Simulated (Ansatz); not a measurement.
## Electronic structure of CH₃FGa (charge −1) in real space

The calculation's input:

```
crystal:
  periodic: [false, false, false]
  atoms:
    - {symbol: C, position_ang: [0.727726, -0.640373, -0.089993]}
    - {symbol: F, position_ang: [-1.134986, 1.493613, -0.743746]}
    - {symbol: Ga, position_ang: [-1.333894, -0.297073, -0.156372]}
    - {symbol: H, position_ang: [1.159160, -0.459742, -1.094585]}
    - {symbol: H, position_ang: [1.198233, 0.097296, 0.589974]}
    - {symbol: H, position_ang: [1.026771, -1.653700, 0.237882]}
basis:
  gaussian:
    orbitals: def2-TZVPD
total_charge: -1
hamiltonian:
  xc: pbe0
output: {forces: true, orbitals: {seedname: orbitals}}
```

Run with:

```sh
ansatz run input.yaml --threads 1 --pin off --max-ram 2610MiB --events-out events.jsonl --progress --plain --runs-dir runs
```

Geometry: r2SCAN-D4/def2-SVPD; the highest occupied orbital lies above zero, a sign that basis and functional describe the outermost electron poorly.

These are results of isolated molecule in a Gaussian basis; Kohn-Sham density functional theory, functional PBE0 (Ansatz), not measurements.

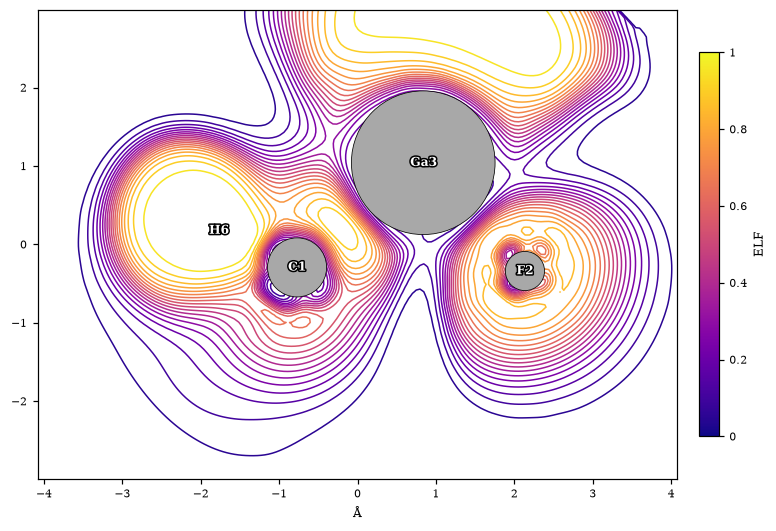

Figure 1. ELF on the plane of atoms Ga3, C1 and H6. Grey discs cover the atomic cores.

> Read the bonding off the picture.

- Atoms in the plane: C, F, Ga and H.
- Ga–F (1.90 Å): the ELF peaks at about 0.85 in the valence shell of F, 0.6 Å from its nucleus, and is about 0.15 at the midpoint.
- C–Ga (2.09 Å): the ELF peaks at about 0.95 in the valence shell of C, 0.7 Å from its nucleus, and is about 0.55 at the midpoint.
- C–H (1.11 Å): the ELF climbs to about 1 towards the hydrogen, as it does in any bond to H; an ordinary covalent bond to hydrogen.
- The ELF also peaks beside F2, away from the bonds: lone-pair regions.

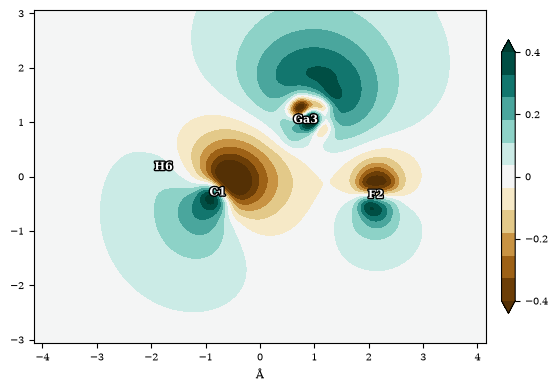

Figure 2. The HOMO on the plane of atoms Ga3, C1 and H6 (values in Å⁻³ᐟ²; the overall sign is arbitrary).

> Describe this orbital and give its energy.

It lies mainly on Ga3 (about 70 %) and C1 (about 20 %). Its energy is 0.02 eV.

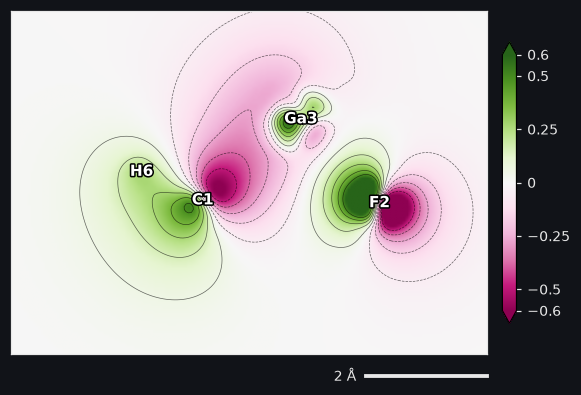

Figure 3. The HOMO−1 on the plane of atoms Ga3, C1 and H6 (values in Å⁻³ᐟ²; the overall sign is arbitrary).

> Describe this orbital and give its energy.

Its weight (Hirshfeld) is mainly on Ga3 (about 30 %), F2 (about 30 %) and C1 (about 30 %). Its energy is −3.36 eV.
